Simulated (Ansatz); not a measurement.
# Run report: Zn$_{8}$O$_{6}$F, geometry relaxation (part 1 of 3)

Zn$_{8}$O$_{6}$F (defect cell, 15 atoms in the cell), computed with DFT PBE, scalar-relativistic, plane waves, PAW, PAW set soft_1, spin-polarised (Ansatz 0.2.0).

The structure derives from an entry of the Crystallography Open Database. It belongs to a series of runs on one base structure; here: end point B relaxed.

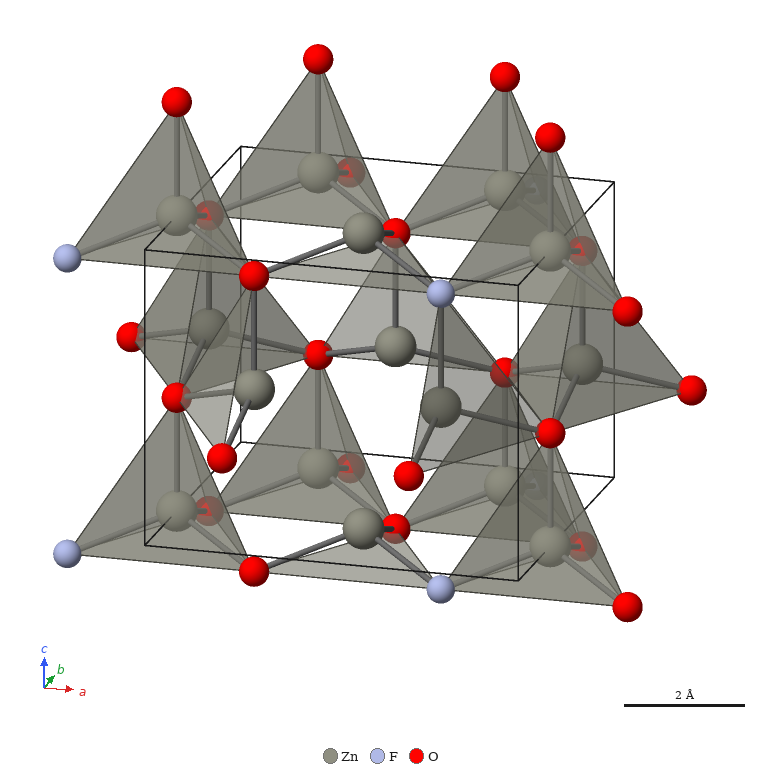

The starting structure (polyhedral view of the cell of the calculation, seen slightly off an axis; polyhedra are completed across the faces of the cell).

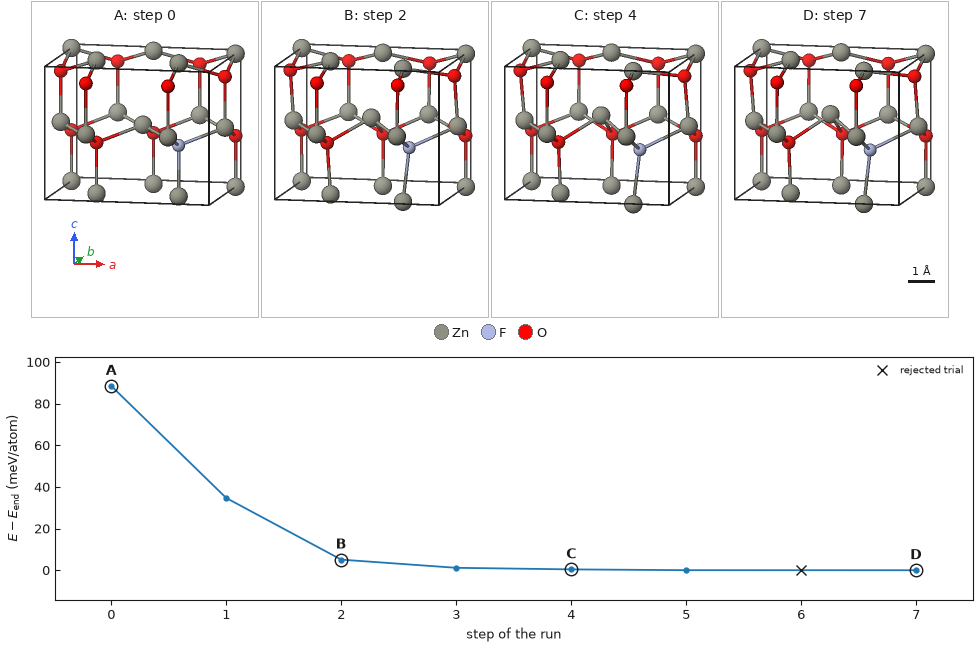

Frames of the relaxation (ball-and-stick view of the cell of the calculation (origin shifted), seen at an oblique angle) above the curves, on which the letters mark them (the first geometry is step 0 here and step 1 in the log).

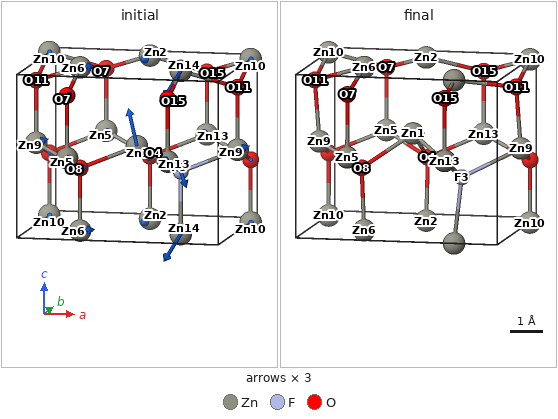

Before (left) and after (right) the relaxation, at one scale (ball-and-stick view of the cell of the calculation (origin shifted), seen at an oblique angle). The blue arrows give the displacements, magnified 3 times. After 7 geometry steps the energy has fallen by 88.5 meV per atom. The largest force component goes from 1.9 to 0.0038 eV/Å. The line search rejected the trial step at point 6 (counted from 0) and went back. Zn1 moves most: 0.41 Å. Largest moves by element: Zn 0.41 Å, F 0.19 Å, O 0.10 Å. The lattice vectors keep their values. Distances before and after: Zn1–F3 1.972 → 2.387 Å, F3–Zn13 1.972 → 2.147 Å, F3–Zn14 1.993 → 2.165 Å, F3–Zn9 1.972 → 2.131 Å. Among the angles that change: F3–Zn1–O4 110.9° → 94.8°, F3–Zn14–O11 108.0° → 92.7°, Zn6–O11–Zn14 110.9° → 125.6°. (Atoms are counted from 1 in the order of the input.)

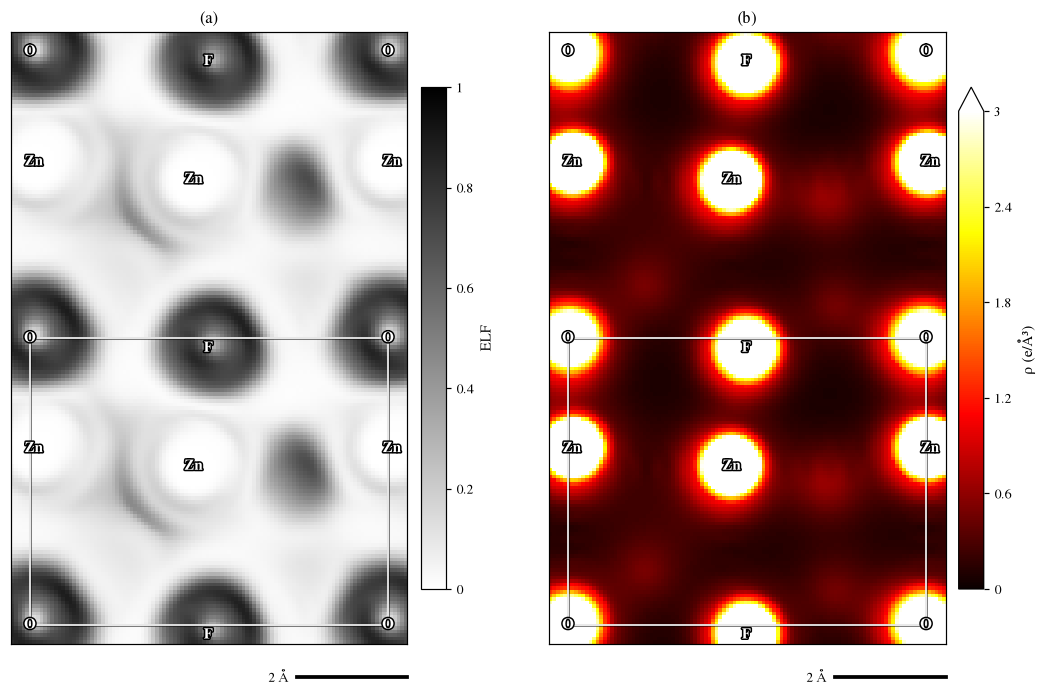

(a) electron localisation function; (b) valence charge density (pseudo) on the (010) plane of the calculation cell. The section cuts through F, Zn and O sites. Zn–O (2.00 Å): ρ is about 0.55 e/Å³ halfway; the ELF is about 0.25 at the midpoint. Away from the nuclei the density in this plane falls to 0.03 e/Å³ at its lowest. In a PAW calculation such maps are meaningful between the atoms, not at the nuclei.

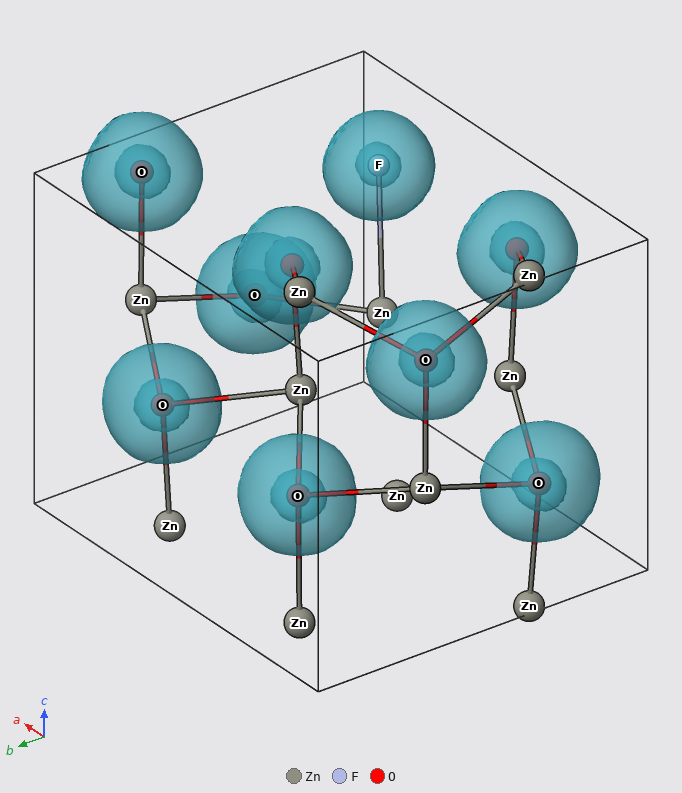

Isosurface of the ELF at 0.7 (cyan), seen at an oblique angle. Only the valence region is drawn (cores and ρ < 0.01 e/Å³ removed). Sticks mark near contacts. The outline is the calculation cell. Profiles from the grid: Zn–O (1.95 Å): the ELF is about 0.25 at the midpoint. Zn–F (2.13 Å): the ELF peaks at about 0.80 in the valence shell of F, 0.6 Å from its nucleus, and drops to about 0.10 between the two atoms.

The input and output of the run follow.

### Input
```yaml
crystal:
  lattice:
    - [-3.2494, -5.628126, 0.0]
    - [4.8741, -2.814063, 0.0]
    - [0.0, 0.0, 5.2038]
  atoms:
    - { symbol: Zn, position: [0.49999999, 0.33333333, 0.0] }
    - { symbol: Zn, position: [0.49999999, 0.66666666, 0.5] }
    - { symbol: F, position: [0.74999999, 0.16666666, 0.883], spin: 1.0 }
    - { symbol: O, position: [0.49999999, 0.66666666, 0.883] }
    - { symbol: Zn, position: [0.24999999, 0.83333333, 0.0] }
    - { symbol: Zn, position: [0.25, 0.16666666, 0.5] }
    - { symbol: O, position: [0.24999999, 0.83333333, 0.383] }
    - { symbol: O, position: [0.25, 0.16666666, 0.883] }
    - { symbol: Zn, position: [0.0, 0.33333333, 0.0] }
    - { symbol: Zn, position: [0.0, 0.66666666, 0.5] }
    - { symbol: O, position: [0.0, 0.33333333, 0.383] }
    - { symbol: O, position: [0.0, 0.66666666, 0.883] }
    - { symbol: Zn, position: [0.74999998, 0.83333332, 0.0] }
    - { symbol: Zn, position: [0.74999999, 0.16666666, 0.5] }
    - { symbol: O, position: [0.74999998, 0.83333332, 0.383] }
magnetization:
  spin_polarized: true
basis:
  ecutwfc: 420.0
kpoints:
  mp_grid: { grid: [2, 2, 2] }
hamiltonian:
  xc: pbe
  pseudopotentials: { kind: paw, azcp: { folder: soft_1 } }
scf:
  occupations: { method: gaussian, width: 0.02 }
  lower_state_search: "off"
relax:
  f_tol: 0.03
  max_steps: 60
  adjacent_minimum: "off"
output:
  write_density: true
  write_potential: true
  elf: true
  volumetric_format: npy
```

Launched with:
```bash
ansatz run input.yaml --threads 2 --pin off --max-ram 5120MiB --backend cpu --events-out ev --progress --plain --runs-dir out
```

### What the program printed
```
Engine: ansatz 0.2.0, aarch64-unknown-linux-gnu
Pseudopotentials: kind: paw
Pseudopotential: Zn, paw, valence charge 12, recommended cutoff 420 eV (normal), [file]
Pseudopotential: F, paw, valence charge 7, recommended cutoff 420 eV (normal), [file]
Pseudopotential: O, paw, valence charge 6, recommended cutoff 420 eV (normal), [file]
Functional definition: PBE
  parameter kappa = 0.804
  parameter beta = 0.06672455060314922
  exchange = pbe_x(kappa = kappa, mu = beta*pi^2/3)
  correlation = pbe_c(beta = beta)
Crystal: 15 atoms, lattice volume = 190.335 Å³
Basis set: ecut = 420 eV, 3719 PW (Γ), exchange–correlation on 90×80×72 points (8 copies of the dense FFT grid, shifted against one another)
Bands: 85, of which v1, the nominal top of the filled ones, is band 70 counted from 1 (69 counted from 0)
Symmetry: 1 space group operations
Space group: P1 (ITA 1), of the structure as read, at distance tolerance 5.8e-5 Å
Magnetic group: BNS 1.1 (UNI 1), of the structure as read, at distance tolerance 5.8e-5 Å
k-points: 8
Non-local potential: Zn, projectors of the file, l = 0: 2, l = 1: 2, l = 2: 3, l = 3: 1
Non-local potential: F, projectors of the file, l = 0: 2, l = 1: 2, l = 2: 1
Non-local potential: O, projectors of the file, l = 0: 2, l = 1: 2, l = 2: 1
PAW form: soft (Blöchl's): semilocal exchange-correlation on the pseudo side does not see the compensation charge
PAW one-centre angular grid: Zn, 590 points (default); XC on 64 Gauss nodes
PAW one-centre angular grid: F, 110 points (default); XC on 64 Gauss nodes
PAW one-centre angular grid: O, 110 points (default); XC on 64 Gauss nodes
Initial density: superposition of atomic densities (chi_scale 0.1, normalization cell, long waves kept (reshape's long-wave potential 0.41 eV rms))
Starting moments: Σ|m| = 1 μB on 1 of 15 sites
Initial wavefunctions: pseudopotential atomic-orbital guess
Functional: x = pbe(κ = 0.804, μ = 0.2195149727645171), c = pbe(β = 0.06672455060314922)
```
